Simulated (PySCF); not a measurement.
# C₅H₁₀Si: electronic excitations

Aim: predict the electronic excitations of C₅H₁₀Si (`CC#CC[SiH2]C`).

Programs: PySCF 2.14.0, with density-fitted response routines of our own. Each step states its level of theory. These are calculated values for one molecule in the gas phase, unless marked as measured. Atoms are numbered from 0 throughout.

## (1) Starting geometry

16 atoms, charge 0, multiplicity 1; geometry from: GFN2-xTB.

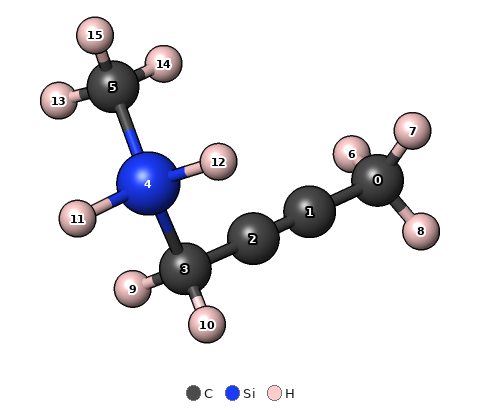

As it starts; carbon dark grey, silicon blue, hydrogen pink, atoms numbered; sticks join atoms by distance.

## (2) Ultraviolet spectrum: PBE0/def2-SVPD

Job settings and geometry (Å):

```
{"job": {"kind": "uv", "xc": "PBE0", "basis": "def2-SVPD", "nstates": 8, "ntriplets": 3}, "charge": 0, "multiplicity": 1}
C      3.024168     0.796483     0.578646
C      1.850904     0.102809     0.087114
C      0.887646    -0.473861    -0.333511
C     -0.293273    -1.154673    -0.812056
Si    -1.772049    -0.925949     0.382871
C     -2.121816     0.926709     0.588851
H      3.068155     1.800727     0.156456
H      2.985401     0.873670     1.665625
H      3.929082     0.257919     0.296163
H     -0.546493    -0.770402    -1.803456
H     -0.067452    -2.217408    -0.925104
H     -2.935265    -1.610719    -0.201655
H     -1.440905    -1.529370     1.679142
H     -2.421272     1.383660    -0.350631
H     -1.236667     1.449741     0.940492
H     -2.917764     1.099608     1.307125
```

Method: TDDFT PBE0/def2-SVPD, vertical, gas phase, core orbitals frozen in the response.

Run with:

```sh
$ OMP_NUM_THREADS=1 python probes_run.py task.json out
```

The driver reads the jobs from task.json and runs them one after another.

Output:

```text
coarse grid: 13256 points
cycle   1  E = -485.2822089915  dE =  4.004e-01  |g| = 4.382e-01  |ddm| = 7.605e+00
cycle   2  E = -485.2800097541  dE =  2.199e-03  |g| = 4.409e-01  |ddm| = 2.163e+00
cycle   3  E = -485.3354030852  dE = -5.539e-02  |g| = 4.000e-02  |ddm| = 8.406e-01
cycle   4  E = -485.3357623735  dE = -3.593e-04  |g| = 2.025e-02  |ddm| = 1.564e-01
cycle   5  E = -485.3358381210  dE = -7.575e-05  |g| = 1.115e-02  |ddm| = 5.045e-02
cycle   6  E = -485.3358678016  dE = -2.968e-05  |g| = 2.646e-03  |ddm| = 2.318e-02
cycle   7  E = -485.3358696248  dE = -1.823e-06  |g| = 3.214e-04  |ddm| = 7.203e-03
final grid: 121688 points
cycle   8  E = -485.4016596944  dE = -2.548e-05  |g| = 7.103e-03  |ddm| = 1.127e-01
cycle   9  E = -485.4016571338  dE =  2.561e-06  |g| = 7.798e-03  |ddm| = 2.390e-02
cycle  10  E = -485.4016732070  dE = -1.607e-05  |g| = 4.569e-04  |ddm| = 1.217e-02
cycle  11  E = -485.4016732497  dE = -4.270e-08  |g| = 2.478e-04  |ddm| = 1.128e-03
cycle  12  E = -485.4016732631  dE = -1.339e-08  |g| = 9.521e-05  |ddm| = 4.170e-04
cycle  13  E = -485.4016732654  dE = -2.330e-09  |g| = 1.255e-05  |ddm| = 1.652e-04
cycle  14  E = -485.4016732655  dE = -4.843e-11  |g| = 2.695e-06  |ddm| = 6.131e-05
converged SCF energy = -485.4016732655

Static polarisability (au): isotropic 87.870, principal 70.377 79.092 114.140

Singlet excitations
state   eV       nm        f      main configurations
  1   6.2921    197.0   0.00952   H->L 0.85
  2   6.4862    191.2   0.00186   H->L+3 0.28, H->L+4 0.19, H->L+1 0.12
  3   6.5823    188.4   0.00270   H-1->L 0.74, H->L+3 0.10
  4   6.6949    185.2   0.04631   H->L+1 0.33, H->L+2 0.17, H-1->L+3 0.17
  5   6.7836    182.8   0.00405   H-1->L+2 0.29, H-1->L+1 0.27, H-1->L+4 0.17
  6   6.8491    181.0   0.00908   H->L+1 0.41, H->L+2 0.36
  7   7.1346    173.8   0.01444   H-1->L+1 0.26, H->L+4 0.21, H->L+2 0.17
  8   7.1626    173.1   0.00051   H-1->L+1 0.34, H-1->L+2 0.18, H->L+4 0.17

Triplet excitations (Tamm-Dancoff, eV): 5.3895 5.8574 5.8802
```

Wall time 26 s (1 thread of Arm Neoverse V1, shared host); peak memory 0.82 GiB.

The orbitals next to the gap, with their largest atomic shares:

```
orbital     eV                         atoms
 HOMO−3  -9.30  Si4 36 %, H12 25 %, H11 21 %
 HOMO−2  -9.00    C5 41 %, Si4 26 %, H12 6 %
 HOMO−1  -7.19      C2 37 %, C1 37 %, C3 8 %
   HOMO  -6.88     C1 34 %, C2 31 %, C3 11 %
   LUMO   0.55    Si4 20 %, C5 11 %, C0 11 %
 LUMO+1   0.87    Si4 23 %, C5 12 %, C3 11 %
 LUMO+2   1.04    C0 21 %, Si4 16 %, H8 10 %
```

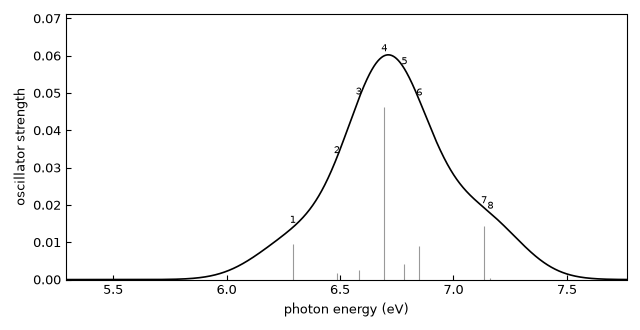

Absorption spectrum from the 8 singlet states computed; above the last one it falls off for lack of states. Lines are broadened to a width of 0.40 eV (Gaussian).

Further results of this job:

```
           property  computed
  dipole moment (D)      0.58
polarisability (Å³)     13.02
 HOMO–LUMO gap (eV)      7.43
      −ε(HOMO) (eV)      6.88
```

## (3) Results

```
                                quantity                        value
         lowest singlet (PBE0/def2-SVPD)  6.29 eV (197 nm), f = 0.010
brightest single state of those computed  state 4, 6.69 eV, f = 0.046
                          lowest triplet                      5.39 eV
```

**Reading.** The first singlet state (HOMO→LUMO 0.85) lies at 6.29 eV and is weak; of the 8 states computed, the strongest absorption comes from state 4 at 6.69 eV. The lowest triplet lies 0.90 eV below the lowest singlet (triplets in Tamm-Dancoff, singlets in full TDDFT).
